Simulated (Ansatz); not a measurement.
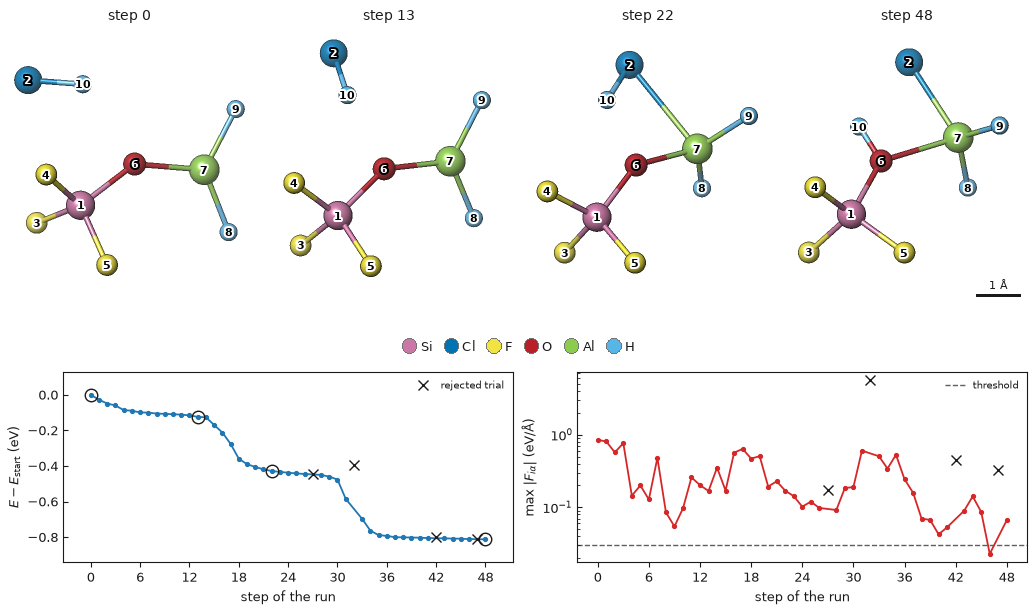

Frames of a relaxation of AlSiH3OClF3, marked on the history of the run. A ball-and-stick model, seen at a tilt.

The run prepares an end point of a later path (reaction) calculation, from a guessed geometry.

Method: RKS PBE-D4/def2-SVP in Ansatz.

Input
```yaml
crystal:
  periodic: [false, false, false]
  atoms:
    - { symbol: Si, position_ang: [-0.281, -0.149329, -0.43371] }
    - { symbol: Cl, position_ang: [-0.272564, 0.830184, 2.755938] }
    - { symbol: F, position_ang: [0.812898, -1.079468, 0.286773] }
    - { symbol: F, position_ang: [0.174393, 1.39045, -0.390608] }
    - { symbol: F, position_ang: [-0.316467, -0.594054, -1.989287] }
    - { symbol: O, position_ang: [-1.799491, -0.329373, 0.203334] }
    - { symbol: Al, position_ang: [-3.234756, -1.295157, 0.004225] }
    - { symbol: H, position_ang: [-3.199048, -2.509355, -1.018089] }
    - { symbol: H, position_ang: [-4.443105, -0.829031, 0.922572] }
    - { symbol: H, position_ang: [-1.403159, 0.826934, 2.041351] }
basis:
  gaussian: { orbitals: def2-SVP }
hamiltonian:
  xc: pbe
  dispersion: d4
relax:
  f_tol: 0.03
  max_steps: 50
```

Run as
```bash
ansatz run input.yaml --threads 4 --pin off --max-ram 5120MiB --backend cpu --events-out ev --progress --plain --runs-dir out
```

What happens along the run?

Answer. The relaxation stopped without meeting its thresholds, so the last structure isn't shown to be converged. The energy falls by 0.812 eV in 44 accepted moves (48 points after the start). Largest force component: 0.85 eV/Å at the start, 0.067 eV/Å at the end. The line search rejected the trial steps at points 27, 32, 42, 47 of the run. The forces were under the threshold at step 46, but the run went on from there. The atom that moves furthest after the best rigid fit is Cl2 (2.65 Å). Largest moves by element: Cl 2.65 Å, H 1.69 Å, Al 0.96 Å, F 0.91 Å, O 0.71 Å, Si 0.40 Å. Some distances before and after: Cl2–Al7 4.568 → 2.198 Å, O6–H10 2.207 → 0.997 Å, Cl2–H10 1.337 → 2.276 Å, O6–Al7 1.741 → 2.062 Å. New bonds form, among them: Cl2–Al7 (4.57 → 2.20 Å), O6–H10 (2.21 → 1.00 Å). Bonds break, among them: Cl2–H10 (1.34 → 2.28 Å). Bond angles that change, for instance: O6–Al7–H8 118.6° → 102.7°, O6–Al7–H9 113.5° → 103.4°, F4–Si1–F5 107.2° → 111.5°. Cost: 84 s on 4 threads of Arm Neoverse V1 (shared host), peak memory 0.2 GiB. From step 0 to 13: Cl2 moves most (1.31 Å), energy −0.124 eV. From step 13 to 22: H8 moves most (1.13 Å), energy −0.304 eV. From step 22 to 48: H10 moves most (0.66 Å), energy −0.384 eV.

Limits of the set-up: the start holds two separate molecules, 2.2 Å apart at their closest, whose relative position is a soft coordinate.
